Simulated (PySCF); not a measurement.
SMILES NCN (CH6N2) at its B3LYP/def2-SVP optimised geometry (Å):

```
9

N      1.3406    -0.5592     0.0000
C     -0.1060    -0.5592     0.0000
N     -0.7041     0.7774     0.0000
H      1.6724     0.0867     0.7190
H      1.6961    -0.1993    -0.8871
H     -0.4553    -1.0669     0.9162
H     -0.4305    -1.1960    -0.8499
H     -0.6531     1.1960    -0.9309
H     -1.6961     0.7308     0.2384
```

Calculation: B3LYP/def2-TZVP run with PySCF.

Map of the Laplacian of the electron density (e/bohr⁵) on the plane z = 1.2 Å:

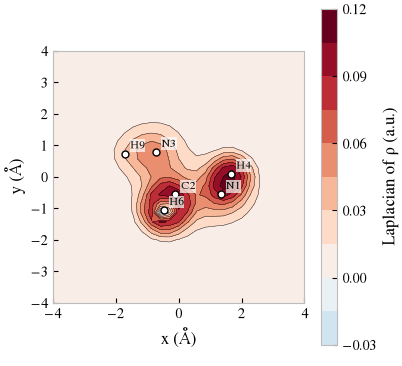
Figure. Laplacian of the electron density (e/bohr⁵) on the plane z = 1.2 Å.
